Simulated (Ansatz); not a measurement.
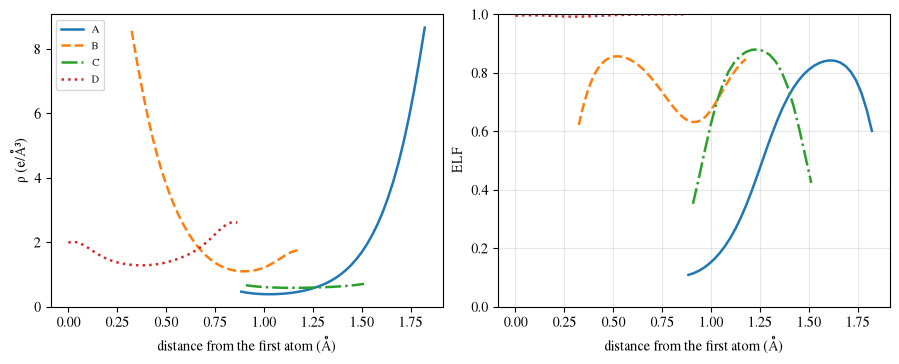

Figure 1: F₂Ge₄H₁₁···H. Electron density and ELF along straight lines between neighbouring atoms. The curves leave out the atomic cores.

A transition-state structure; geometry: PBE0-D4/def2-TZVP.

These are results of RKS PBE0-D4/def2-TZVPP (Ansatz 0.2.0), not measurements.

```yaml
atoms:
  - { symbol: Ge, position_ang: [-0.6050, -0.0153, -0.9214] }
  - { symbol: Ge, position_ang: [-0.8802, 0.8308, 1.3291] }
  - { symbol: Ge, position_ang: [1.7494, -0.5024, -1.2611] }
  - { symbol: Ge, position_ang: [-1.9564, -2.0187, -1.1568] }
  - { symbol: H, position_ang: [-1.0866, 1.0860, -1.8803] }
  - { symbol: H, position_ang: [1.4177, 2.2503, 0.9463] }
  - { symbol: F, position_ang: [0.3046, 2.4773, 0.6348] }
  - { symbol: H, position_ang: [1.2664, 1.0608, 2.0573] }
  - { symbol: F, position_ang: [2.2788, 1.7676, 1.4161] }
  - { symbol: H, position_ang: [-1.2128, -0.3643, 2.2828] }
  - { symbol: H, position_ang: [0.5682, 0.7090, 2.4260] }
  - { symbol: H, position_ang: [-1.8137, 1.9645, 1.7616] }
  - { symbol: H, position_ang: [1.8793, -1.3955, -2.5068] }
  - { symbol: H, position_ang: [2.5428, 0.7916, -1.4590] }
  - { symbol: H, position_ang: [2.2711, -1.2727, -0.0401] }
  - { symbol: H, position_ang: [-1.9092, -2.4993, -2.6161] }
  - { symbol: H, position_ang: [-3.4189, -1.7477, -0.7656] }
  - { symbol: H, position_ang: [-1.3956, -3.1217, -0.2467] }
```

Which curve belongs to which contact (F–H, Ge–F, Ge–Ge and H–H)? The first atom named is at distance zero.

Answer. Curve A: Ge–F (2.14 Å): ρ at the midpoint is about 0.39 e/Å³; the ELF is about 0.20 at the midpoint. Curve B: F7···H6 (1.18 Å): the density falls to about 1.1 e/Å³ on the way; the ELF peaks at about 0.85 between the atoms. Curve C: Ge–Ge (2.42 Å): the density is about 0.59 e/Å³ at the midpoint; the ELF peaks at about 0.90 between the atoms; a shared electron pair. Curve D: H8···H11 (0.86 Å): the density falls to about 1.3 e/Å³ on the way; the ELF is about 1 at the midpoint.
